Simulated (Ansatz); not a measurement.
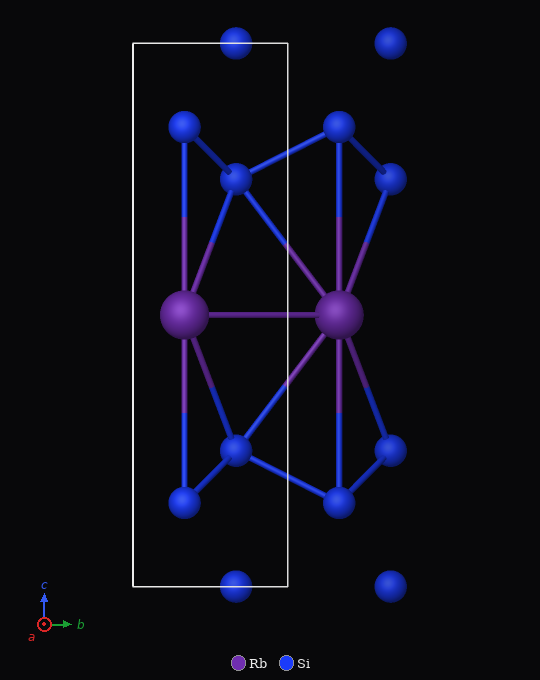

The picture looks along a close-packed row of the hexagonal mesh; c points upwards. Every atom sits on one of the three columns of the mesh; call them A, B, C in the order in which they first turn up. The sequence starts with the first layer at or above the cell's origin.

RbSi5 (space group P-6m2, No. 187): the end point of a relaxation with Ansatz 0.2.0, DFT PBE, scalar-relativistic, plane waves, PAW; the starting structure was generated, so it need not be a known form of this composition.

Q: Give the sequence of layers in one repeat, with element and column.

A: Si(A) – Si(B) – Si(A) – Rb(B) – Si(A) – Si(B) (six layers in 11.30 Å).

Heights of the layers:

```json
{"layer": "1", "atoms (column)": "Si(A)", "height (Å)": "0.00", "to next (Å)": "1.74"}
{"layer": "2", "atoms (column)": "Si(B)", "height (Å)": "1.74", "to next (Å)": "1.09"}
{"layer": "3", "atoms (column)": "Si(A)", "height (Å)": "2.82", "to next (Å)": "2.82"}
{"layer": "4", "atoms (column)": "Rb(B)", "height (Å)": "5.65", "to next (Å)": "2.82"}
{"layer": "5", "atoms (column)": "Si(A)", "height (Å)": "8.47", "to next (Å)": "1.09"}
{"layer": "6", "atoms (column)": "Si(B)", "height (Å)": "9.56", "to next (Å)": "1.74"}
```
